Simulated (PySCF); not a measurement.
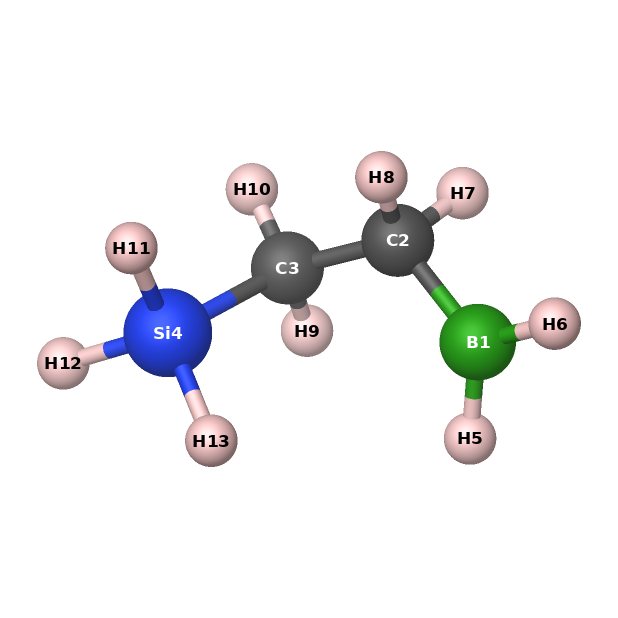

The geometry was computed by an optimisation with PBE0-D3(BJ)/def2-SVP. No frequency run is at hand to confirm it as a minimum. Electric field gradients from the ground-state density, B3LYP/6-31G* (PySCF 2.14.0), non-relativistic apart from any core potentials.

Give the largest field-gradient component, the quadrupole coupling constant and the asymmetry for 11B at B1 (Q = 40.59 mb).

```
atom  V_zz (a.u.)  e²qQ/h (MHz)     η
  B1        0.566          5.40  0.05
```
